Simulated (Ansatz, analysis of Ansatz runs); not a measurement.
# Reproducing a measured local vibrational mode: Al-H pair in alpha-quartz

Aim: the local vibrational mode of the Al-H pair in alpha-quartz, to be set beside the measurement. Set-up: PBE, 72-site cell, PBE lattice, 420 eV, k: the single point 1/4 1/4 1/4, anharmonic cut along the mode. The model is a cell of 72 host atoms with Al put on another atom's site and H put in between. The frequencies come from force constants among the defect atom and its neighbours, with the masses of the isotopes named.

Measured beforehand: O-H stretch, 1H: 3378 cm⁻¹ at 300 K, by diffuse reflectance FTIR (“Structural evolution of water and hydroxyl groups during thermal, mechanical and chemical treatment of high purity natural quartz”, 2020, pmc:9055915). O-H stretch, 1H: 3313 cm⁻¹ at 300 K, by diffuse reflectance FTIR (“Structural evolution of water and hydroxyl groups during thermal, mechanical and chemical treatment of high purity natural quartz”, 2020, pmc:9055915). The calculation is set beside it at the end.

Program: Ansatz 0.2.0. Level of theory: plane-wave PAW DFT, PBE; relaxation of all atoms of a defect supercell. Results are calculated unless marked as measured.

## 1. The starting structure

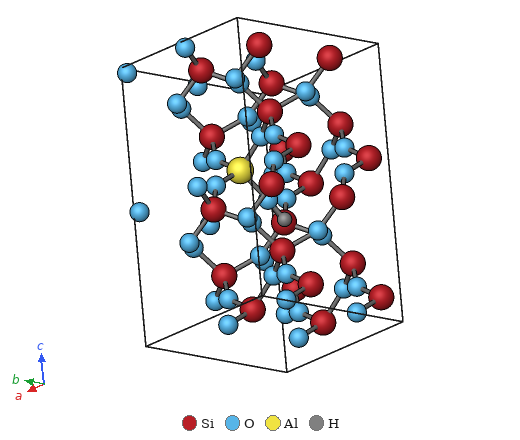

Start, viewed from a free direction; silicon red, oxygen blue, aluminium yellow, hydrogen grey. Bonds to atoms that aren't drawn are left out.

The cell holds 73 atoms: 23 Si, 48 O, 1 Al and 1 H. Its edges and angles: a = 10.037 Å, b = 10.037 Å, c = 11.018 Å, α = 90.0°, β = 90.0°, γ = 120.0°. It derives from SiO2 (space group P3_221). Nearest the centre at fractional (0.218, 0.159, 0.413): O4 at 0.33 Å, Al12 at 1.31 Å, H73 at 1.33 Å, Si1 at 1.92 Å, O9 at 2.36 Å, O16 at 2.42 Å, O15 at 2.44 Å, O27 at 2.85 Å.

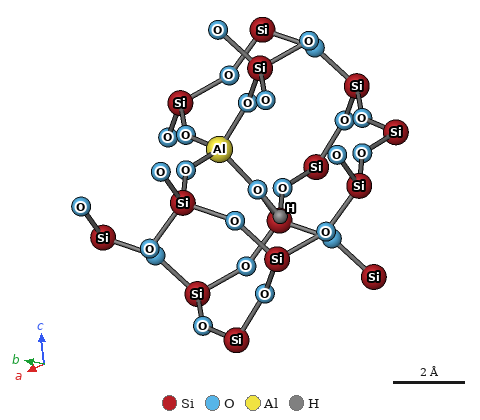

The atoms within 5 Å of the centre.

The host's primitive cell comes from a first run (plane-wave PAW DFT, PBE; relaxation of the host's cell and atoms): vectors of 5.018, 5.018 and 5.509 Å. That is 13.35 Å³ an atom, 6.1 % over the diffraction cell's volume. The supercell is built on it.

## 2. Relaxation, charge 0

Every later number rests on the structure around the defect, so the atoms are relaxed at the host's lattice first.

Contents of relax/input.yaml:

```yaml
relax:
  f_tol: 0.01
  max_steps: 80
  random_displacement: { amplitude: 0.02, seed: 318 }
crystal:
  lattice:
    - [10.03667686, 0.0, 0.0]
    - [-5.01833843, 8.69201713, 0.0]
    - [0.0, 0.0, 11.01794812]
  atoms:
    - { symbol: Si, position: [0.238184542, 0.0, 0.333333333] }
    - { symbol: Si, position: [0.0, 0.238184542, 0.166666667] }
    - { symbol: Si, position: [0.261815458, 0.261815458, 0.0] }
    - { symbol: O, position: [0.207203439, 0.128060005, 0.397141942] }
    - { symbol: O, position: [0.371939995, 0.079143434, 0.230475275] }
    - { symbol: O, position: [0.420856566, 0.292796561, 0.063808608] }
    - { symbol: O, position: [0.128060005, 0.207203439, 0.102858058] }
    - { symbol: O, position: [0.079143434, 0.371939995, 0.269524725] }
    - { symbol: O, position: [0.292796561, 0.420856566, 0.436191392] }
    - { symbol: Si, position: [0.238184542, 0.0, 0.833333333] }
    - { symbol: Si, position: [0.0, 0.238184542, 0.666666667] }
    - { symbol: Al, position: [0.261815458, 0.261815458, 0.5] }
    - { symbol: O, position: [0.207203439, 0.128060005, 0.897141942] }
    - { symbol: O, position: [0.371939995, 0.079143434, 0.730475275] }
    - { symbol: O, position: [0.420856566, 0.292796561, 0.563808608] }
    - { symbol: O, position: [0.128060005, 0.207203439, 0.602858058] }
    - { symbol: O, position: [0.079143434, 0.371939995, 0.769524725] }
    - { symbol: O, position: [0.292796561, 0.420856566, 0.936191392] }
    - { symbol: Si, position: [0.238184542, 0.5, 0.333333333] }
    - { symbol: Si, position: [0.0, 0.738184542, 0.166666667] }
    - { symbol: Si, position: [0.261815458, 0.761815458, 0.0] }
    - { symbol: O, position: [0.207203439, 0.628060005, 0.397141942] }
    - { symbol: O, position: [0.371939995, 0.579143434, 0.230475275] }
    - { symbol: O, position: [0.420856566, 0.792796561, 0.063808608] }
    - { symbol: O, position: [0.128060005, 0.707203439, 0.102858058] }
    - { symbol: O, position: [0.079143434, 0.871939995, 0.269524725] }
    - { symbol: O, position: [0.292796561, 0.920856566, 0.436191392] }
    - { symbol: Si, position: [0.238184542, 0.5, 0.833333333] }
    - { symbol: Si, position: [0.0, 0.738184542, 0.666666667] }
    - { symbol: Si, position: [0.261815458, 0.761815458, 0.5] }
    - { symbol: O, position: [0.207203439, 0.628060005, 0.897141942] }
    - { symbol: O, position: [0.371939995, 0.579143434, 0.730475275] }
    - { symbol: O, position: [0.420856566, 0.792796561, 0.563808608] }
    - { symbol: O, position: [0.128060005, 0.707203439, 0.602858058] }
    - { symbol: O, position: [0.079143434, 0.871939995, 0.769524725] }
    - { symbol: O, position: [0.292796561, 0.920856566, 0.936191392] }
    - { symbol: Si, position: [0.738184542, 0.0, 0.333333333] }
    - { symbol: Si, position: [0.5, 0.238184542, 0.166666667] }
    - { symbol: Si, position: [0.761815458, 0.261815458, 0.0] }
    - { symbol: O, position: [0.707203439, 0.128060005, 0.397141942] }
    - { symbol: O, position: [0.871939995, 0.079143434, 0.230475275] }
    - { symbol: O, position: [0.920856566, 0.292796561, 0.063808608] }
    - { symbol: O, position: [0.628060005, 0.207203439, 0.102858058] }
    - { symbol: O, position: [0.579143434, 0.371939995, 0.269524725] }
    - { symbol: O, position: [0.792796561, 0.420856566, 0.436191392] }
    - { symbol: Si, position: [0.738184542, 0.0, 0.833333333] }
    - { symbol: Si, position: [0.5, 0.238184542, 0.666666667] }
    - { symbol: Si, position: [0.761815458, 0.261815458, 0.5] }
    - { symbol: O, position: [0.707203439, 0.128060005, 0.897141942] }
    - { symbol: O, position: [0.871939995, 0.079143434, 0.730475275] }
    - { symbol: O, position: [0.920856566, 0.292796561, 0.563808608] }
    - { symbol: O, position: [0.628060005, 0.207203439, 0.602858058] }
    - { symbol: O, position: [0.579143434, 0.371939995, 0.769524725] }
    - { symbol: O, position: [0.792796561, 0.420856566, 0.936191392] }
    - { symbol: Si, position: [0.738184542, 0.5, 0.333333333] }
    - { symbol: Si, position: [0.5, 0.738184542, 0.166666667] }
    - { symbol: Si, position: [0.761815458, 0.761815458, 0.0] }
    - { symbol: O, position: [0.707203439, 0.628060005, 0.397141942] }
    - { symbol: O, position: [0.871939995, 0.579143434, 0.230475275] }
    - { symbol: O, position: [0.920856566, 0.792796561, 0.063808608] }
    - { symbol: O, position: [0.628060005, 0.707203439, 0.102858058] }
    - { symbol: O, position: [0.579143434, 0.871939995, 0.269524725] }
    - { symbol: O, position: [0.792796561, 0.920856566, 0.436191392] }
    - { symbol: Si, position: [0.738184542, 0.5, 0.833333333] }
    - { symbol: Si, position: [0.5, 0.738184542, 0.666666667] }
    - { symbol: Si, position: [0.761815458, 0.761815458, 0.5] }
    - { symbol: O, position: [0.707203439, 0.628060005, 0.897141942] }
    - { symbol: O, position: [0.871939995, 0.579143434, 0.730475275] }
    - { symbol: O, position: [0.920856566, 0.792796561, 0.563808608] }
    - { symbol: O, position: [0.628060005, 0.707203439, 0.602858058] }
    - { symbol: O, position: [0.579143434, 0.871939995, 0.769524725] }
    - { symbol: O, position: [0.792796561, 0.920856566, 0.936191392] }
    - { symbol: H, position: [0.170942, 0.053162, 0.326978] }
basis:
  ecutwfc: 420
  xc_grid: 2
hamiltonian:
  xc: pbe
kpoints:
  mp_grid: { grid: [1, 1, 1], shift: [0.25, 0.25, 0.25] }
scf:
  occupations: { method: fermi_dirac, width: 0.01 }
  max_iter: 120
output:
  forces: true
checkpoint:
  write: "../relax.run"
  compress: false
  write_wavefunctions: true
  write_every: 100000
```

Run with:

```console
$ ansatz run input.yaml --threads 2 --pin off --max-ram 3768MiB --backend cpu --events-out ev --progress --plain --runs-dir out
```

Numbers of over 12 decimals in the logs are rounded to 6 here.

What it wrote:

```text
[... repeated set-up lines and file paths are left out, and long positions are rounded to six places ...]
Engine: ansatz 0.2.0, aarch64-unknown-linux-gnu
Pseudopotentials: kind: paw
Pseudopotential: Si, paw, valence charge 4, recommended cutoff 420 eV (normal), Si.paw.azcp
Pseudopotential: O, paw, valence charge 6, recommended cutoff 420 eV (normal), O.paw.azcp
Pseudopotential: Al, paw, valence charge 3, recommended cutoff 420 eV (normal), Al.paw.azcp
Pseudopotential: H, paw, valence charge 1, recommended cutoff 420 eV (normal), H.paw.azcp
Functional definition: PBE
  parameter kappa = 0.804
  parameter beta = 0.066725
  exchange = pbe_x(kappa = kappa, mu = beta*pi^2/3)
  correlation = pbe_c(beta = beta)
Crystal: 73 atoms, lattice volume = 961.194 Å³
Basis set: ecut = 420 eV, 18781 PW (Γ), exchange–correlation on 144×144×150 points (8 copies of the dense FFT grid, shifted against one another)
Bands: 265, of which v1, the nominal top of the filled ones, is band 192 counted from 1 (191 counted from 0)
Symmetry: 1 space group operations
k-points: 1
Non-local potential: Si, projectors of the file, l = 0: 2, l = 1: 2, l = 2: 2
Non-local potential: O, projectors of the file, l = 0: 2, l = 1: 2, l = 2: 1
Non-local potential: Al, projectors of the file, l = 0: 2, l = 1: 2, l = 2: 1
Non-local potential: H, projectors of the file, l = 0: 2, l = 1: 1
PAW form: soft (Blöchl's): semilocal exchange-correlation on the pseudo side does not see the compensation charge
PAW one-centre angular grid: Si, 110 points (default); XC on 64 Gauss nodes
PAW one-centre angular grid: O, 110 points (default); XC on 64 Gauss nodes
PAW one-centre angular grid: Al, 110 points (default); XC on 64 Gauss nodes
PAW one-centre angular grid: H, 110 points (default); XC on 64 Gauss nodes
Initial density: superposition of atomic densities (neutral atoms: chi_scale 0, normalization atom), corrected by the library's trained network
Initial wavefunctions: pseudopotential atomic-orbital guess
Functional: x = pbe(κ = 0.804, μ = 0.219515), c = pbe(β = 0.066725)
SCF iter   1: F=—  HF=-42486.010991 eV  |F-HF|=—  |Δ(HF+E_count)|=         —  Δρ=6.52e-3  dr2=5.24e-1  ethr=1.77e-3  ⟨swp⟩=7.0  Hψ=1288  notcnv=0  defer=37
preconditioner: auto → Resta (q_TF=auto, 2.341 Å⁻¹)  ε∞=3.0  [insulator: Δε(μ)=4.250 eV  Ē_g=16.607 eV  σ=0.010 eV  W_gap=1.00  n_scr=212 (ndim 8)  ℏωp=23.5 eV  f_vac=0.148  D(μ)=0.00/eV (n_scr^D=0)  ε∞_Penn≈3.0]
SCF iter   2: F=—  HF=-42485.856770 eV  |F-HF|=—  |Δ(HF+E_count)|=   1.54e-1  Δρ=2.95e-3  dr2=9.73e-2  ethr=1.36e-4  ⟨swp⟩=3.0  Hψ=507  notcnv=0  defer=68
SCF iter   3: F=—  HF=-42485.824763 eV  |F-HF|=—  |Δ(HF+E_count)|=   3.20e-2  Δρ=1.06e-3  dr2=1.70e-2  ethr=2.53e-5  ⟨swp⟩=3.0  Hψ=399  notcnv=0  defer=68
SCF iter   4: F=—  HF=-42485.819489 eV  |F-HF|=—  |Δ(HF+E_count)|=   5.27e-3  Δρ=4.20e-4  dr2=2.03e-3  ethr=4.42e-6  ⟨swp⟩=3.0  Hψ=399  notcnv=0  defer=68
SCF iter   5: F=—  HF=-42485.818140 eV  |F-HF|=—  |Δ(HF+E_count)|=   1.35e-3  Δρ=2.54e-4  dr2=4.80e-4  ethr=5.29e-7  ⟨swp⟩=2.0  Hψ=502  notcnv=0  defer=68
SCF iter   6: F=—  HF=-42485.818053 eV  |F-HF|=—  |Δ(HF+E_count)|=   8.69e-5  Δρ=6.24e-5  dr2=3.20e-5  ethr=1.25e-7  ⟨swp⟩=2.0  Hψ=389  notcnv=0  defer=68
SCF iter   7: F=—  HF=-42485.818064 eV  |F-HF|=—  |Δ(HF+E_count)|=   1.15e-5  Δρ=1.81e-5  dr2=2.85e-6  ethr=8.32e-9  ⟨swp⟩=2.0  Hψ=387  notcnv=0  defer=68
SCF iter   8: F=-42485.818065 eV  HF=-42485.818066 eV  |F-HF|=3.07e-7  |Δ(HF+E_count)|=   1.20e-6  Δρ=1.04e-5  dr2=8.14e-7  ethr=6.51e-10  ⟨swp⟩=4.0  Hψ=780  notcnv=0
SCF 1 converged in 8 iterations: F = -42485.818065 eV  dr2 = 8.14e-7
  greatest PAW one-centre occupation: 0.877 electrons in one spin orbital (limit 2), on the O atom at site 3 (counted from 0), in its partial waves of l = 0
relax step   1: F+E_penalty+E_count = -42485.81806528 eV  Δ(F+E_penalty+E_count) = +0.000e0 eV  max|allowed force component| = 2.385e1 eV/Å  Δτ_max = 0.0000 Å  (8 SCF iters, dr2 threshold 2.50e-6 eV, accepted)
[... the SCF cycles and remarks between the steps are left out from here to the last step ...]
relax step   2: F+E_penalty+E_count = -42490.24543950 eV  Δ(F+E_penalty+E_count) = -4.427e0 eV  max|allowed force component| = 1.227e1 eV/Å  Δτ_max = 0.1325 Å  (5 SCF iters, dr2 threshold 1.00e-4 eV, accepted)
relax step   3: F+E_penalty+E_count = -42493.27572443 eV  Δ(F+E_penalty+E_count) = -3.030e0 eV  max|allowed force component| = 5.492e0 eV/Å  Δτ_max = 0.1978 Å  (6 SCF iters, dr2 threshold 1.00e-4 eV, accepted)
relax step   4: F+E_penalty+E_count = -42494.38171909 eV  Δ(F+E_penalty+E_count) = -1.106e0 eV  max|allowed force component| = 1.949e0 eV/Å  Δτ_max = 0.1948 Å  (5 SCF iters, dr2 threshold 1.00e-4 eV, accepted)
relax step   5: F+E_penalty+E_count = -42494.82880085 eV  Δ(F+E_penalty+E_count) = -4.471e-1 eV  max|allowed force component| = 1.680e0 eV/Å  Δτ_max = 0.1948 Å  (5 SCF iters, dr2 threshold 1.00e-4 eV, accepted)
relax step   6: F+E_penalty+E_count = -42495.10128070 eV  Δ(F+E_penalty+E_count) = -2.725e-1 eV  max|allowed force component| = 8.821e-1 eV/Å  Δτ_max = 0.2000 Å  (6 SCF iters, dr2 threshold 1.00e-4 eV, accepted)
relax step   7: F+E_penalty+E_count = -42495.26887397 eV  Δ(F+E_penalty+E_count) = -1.676e-1 eV  max|allowed force component| = 5.487e-1 eV/Å  Δτ_max = 0.1948 Å  (5 SCF iters, dr2 threshold 1.00e-4 eV, accepted)
relax step   8: F+E_penalty+E_count = -42495.33679437 eV  Δ(F+E_penalty+E_count) = -6.792e-2 eV  max|allowed force component| = 4.119e-1 eV/Å  Δτ_max = 0.2000 Å  (5 SCF iters, dr2 threshold 8.30e-5 eV, accepted)
relax step   9: F+E_penalty+E_count = -42495.35802604 eV  Δ(F+E_penalty+E_count) = -2.123e-2 eV  max|allowed force component| = 2.233e-1 eV/Å  Δτ_max = 0.2000 Å  (5 SCF iters, dr2 threshold 6.56e-5 eV, accepted)
relax step  10: F+E_penalty+E_count = -42495.36416946 eV  Δ(F+E_penalty+E_count) = -6.143e-3 eV  max|allowed force component| = 2.267e-1 eV/Å  Δτ_max = 0.0773 Å  (5 SCF iters, dr2 threshold 1.47e-5 eV, accepted)
relax step  11: F+E_penalty+E_count = -42495.37769141 eV  Δ(F+E_penalty+E_count) = -1.352e-2 eV  max|allowed force component| = 4.926e-2 eV/Å  Δτ_max = 0.2000 Å  (6 SCF iters, dr2 threshold 1.51e-5 eV, accepted)
relax step  12: F+E_penalty+E_count = -42495.38412613 eV  Δ(F+E_penalty+E_count) = -6.435e-3 eV  max|allowed force component| = 4.092e-1 eV/Å  Δτ_max = 0.1913 Å  (8 SCF iters, dr2 threshold 1.52e-7 eV, accepted)
relax step  13: F+E_penalty+E_count = -42495.38838036 eV  Δ(F+E_penalty+E_count) = -4.254e-3 eV  max|allowed force component| = 1.892e-1 eV/Å  Δτ_max = 0.0080 Å  (4 SCF iters, dr2 threshold 1.05e-5 eV, accepted)
relax step  14: F+E_penalty+E_count = -42495.39542671 eV  Δ(F+E_penalty+E_count) = -7.046e-3 eV  max|allowed force component| = 1.176e-1 eV/Å  Δτ_max = 0.0908 Å  (6 SCF iters, dr2 threshold 7.65e-6 eV, accepted)
relax step  15: F+E_penalty+E_count = -42495.40013646 eV  Δ(F+E_penalty+E_count) = -4.710e-3 eV  max|allowed force component| = 6.926e-2 eV/Å  Δτ_max = 0.0390 Å  (6 SCF iters, dr2 threshold 2.96e-6 eV, accepted)
relax step  16: F+E_penalty+E_count = -42495.40064554 eV  Δ(F+E_penalty+E_count) = -5.091e-4 eV  max|allowed force component| = 2.011e-2 eV/Å  Δτ_max = 0.0115 Å  (5 SCF iters, dr2 threshold 1.66e-6 eV, accepted)
relax step  17: F+E_penalty+E_count = -42495.40055261 eV  Δ(F+E_penalty+E_count) = +9.293e-5 eV  max|allowed force component| = 3.545e-2 eV/Å  Δτ_max = 0.0125 Å  (6 SCF iters, rejected (line search))
relax step  18: F+E_penalty+E_count = -42495.40064563 eV  Δ(F+E_penalty+E_count) = -8.813e-8 eV  max|allowed force component| = 2.011e-2 eV/Å  Δτ_max = 0.0000 Å  (6 SCF iters, accepted)
relax step  19: F+E_penalty+E_count = -42495.40055757 eV  Δ(F+E_penalty+E_count) = +8.806e-5 eV  max|allowed force component| = 3.476e-2 eV/Å  Δτ_max = 0.0124 Å  (6 SCF iters, rejected (line search))
SCF iter   1: F=—  HF=-42495.402029 eV  |F-HF|=—  |Δ(HF+E_count)|=         —  Δρ=3.14e-4  dr2=5.00e-4  ethr=1.36e-6  ⟨swp⟩=5.0  Hψ=630  notcnv=0  defer=67
SCF iter   2: F=—  HF=-42495.401957 eV  |F-HF|=—  |Δ(HF+E_count)|=   7.17e-5  Δρ=1.69e-4  dr2=1.47e-4  ethr=1.30e-7  ⟨swp⟩=1.0  Hψ=305  notcnv=0  defer=67
SCF iter   3: F=—  HF=-42495.401926 eV  |F-HF|=—  |Δ(HF+E_count)|=   3.13e-5  Δρ=3.17e-5  dr2=6.29e-6  ethr=3.83e-8  ⟨swp⟩=2.0  Hψ=390  notcnv=0  defer=67
SCF iter   4: F=—  HF=-42495.400715 eV  |F-HF|=—  |Δ(HF+E_count)|=   1.21e-3  Δρ=1.14e-5  dr2=8.54e-7  ethr=1.64e-9  ⟨swp⟩=2.0  Hψ=390  notcnv=0  defer=67
SCF iter   5: F=-42495.400715 eV  HF=-42495.400715 eV  |F-HF|=1.95e-8  |Δ(HF+E_count)|=   2.28e-7  Δρ=3.11e-6  dr2=9.67e-8  ethr=2.60e-11  ⟨swp⟩=3.0  Hψ=983  notcnv=0
SCF 20 converged in 5 iterations: F = -42495.400715 eV  dr2 = 9.67e-8
relax step  20: F+E_penalty+E_count = -42495.40071477 eV  Δ(F+E_penalty+E_count) = -6.915e-5 eV  max|allowed force component| = 7.094e-3 eV/Å  Δτ_max = 0.0044 Å  (5 SCF iters, accepted)
NSCF: frozen V_eff on 1 k-points
the band table was solved once a step of the walk had ended and its energy, with any forces and stress, was formed, with the checks that follow a solve (1293 applications of the Hamiltonian). They found nothing against the state; [...]
SCF converged after 5 iterations
Free energy (F): -42495.400715 eV
Harris-Foulkes:  -42495.400715 eV  (|F-HF|=1.95e-8)
Internal energy: -42495.400715 eV  (E = F + TS)
E sigma→0 (E₀):  -42495.400715 eV
Fermi energy:    5.317432 eV
--- Per-component energies (eV) ---
  E_band       = -1812.271760
  E_kinetic    = 9626.802771
  E_local      = -24343.752459  (includes V_loc(G=0)·N_el)
  E_nonlocal   = 2864.212642
  E_hartree    = 8774.778638
  E_xc         = -4887.996969
  E_vxc        = -5673.702034  (∫ρ·V_xc dr)
  E_paw        = -19900.888421  (= ΣΔE_a)
  E_vpaw       = -1835.506538  (= ΣTr[D̂ρ^β])
  E_aug_tail   = 0.123192  (compensation charges beyond the density's cutoff)
  E_ewald      = -14628.680110
  E_smearing   = -0.000000  (= −TS)
  E_closure    = -0.000000  (closes the sum)
  Σ components = -42495.400715   (vs F -42495.400715, Δ=0.00e0)
--- Forces (eV/Å), atoms counted from 1 ---
  atom   1  Si    -0.00156003    -0.00009259     0.00269825
  atom   2  Si     0.00162539     0.00278127     0.00099256
  [... 1 atom left out ...]
  atom   4  O      0.00709387     0.00607234     0.00306919
  atom   5  O      0.00066305    -0.00192291     0.00213109
  [... 3 atoms left out ...]
  atom   9  O     -0.00325332     0.00461954    -0.00413776
  [... 2 atoms left out ...]
  atom  12  Al    -0.00485581    -0.00267210     0.00157524
  [... 2 atoms left out ...]
  atom  15  O     -0.00124178    -0.00067027    -0.00422807
  atom  16  O     -0.00408733     0.00159886     0.00185348
  [... 9 atoms left out ...]
  atom  26  O     -0.00323448    -0.00535774    -0.00228319
  atom  27  O     -0.00230565     0.00368623    -0.00289955
  [... 45 atoms left out ...]
  atom  73  H     -0.00138863    -0.00202023    -0.00014388
  max |Σ_I F_I| component: 9.53e-5 eV/Å
--- Band table (eV) ---
  k-point 0: bands = ["-17.6983", "-17.0740", "-16.9413", "-16.9188", [... 257 left out ...] "13.7150", "13.7688", "13.8225", "13.8781"]
--- Relaxed structure (20 steps of the walk, 18 accepted, 0 SCFs on fresh bases) ---
  F+E_penalty+E_count = -42495.40071477 eV   max|allowed force component| = 7.094e-3 eV/Å
  atoms:
    - { symbol: Si, position: [0.229653, -0.012055, 0.330205] }
    - { symbol: Si, position: [0.000910, 0.243583, 0.162153] }
    [... 1 atom left out ...]
    - { symbol: O, position: [0.168869, 0.100331, 0.398661] }
    - { symbol: O, position: [0.364297, 0.089190, 0.235619] }
    [... 3 atoms left out ...]
    - { symbol: O, position: [0.296513, 0.428067, 0.428107] }
    [... 2 atoms left out ...]
    - { symbol: Al, position: [0.269028, 0.270317, 0.507975] }
    [... 2 atoms left out ...]
    - { symbol: O, position: [0.435815, 0.274464, 0.548355] }
    - { symbol: O, position: [0.131733, 0.206677, 0.620186] }
    [... 9 atoms left out ...]
    - { symbol: O, position: [0.075331, 0.859010, 0.264617] }
    - { symbol: O, position: [0.290409, 0.921221, 0.436318] }
    [... 45 atoms left out ...]
    - { symbol: H, position: [0.055968, 0.045023, 0.409944] }
```

It took 6.6 min on 2 threads of Arm Neoverse V1, shared host; peak memory 1.6 GiB; 13 min of CPU time.

[end of part 1 of 2]

[Logs are printed without paths, hosts, clocks, repeated set-up lines and the standing remarks that a program may print on its own settings, such as how far it seeks lower states.]

[Hosts, paths, dates, database ids (printed as entryN), source tags and the programs' standing remarks are cut or masked in the printed files.]

[For some hosts the program warned that the k-mesh of the response run may be too coarse for force constants and the static dielectric constant; such warnings are not shown here.]
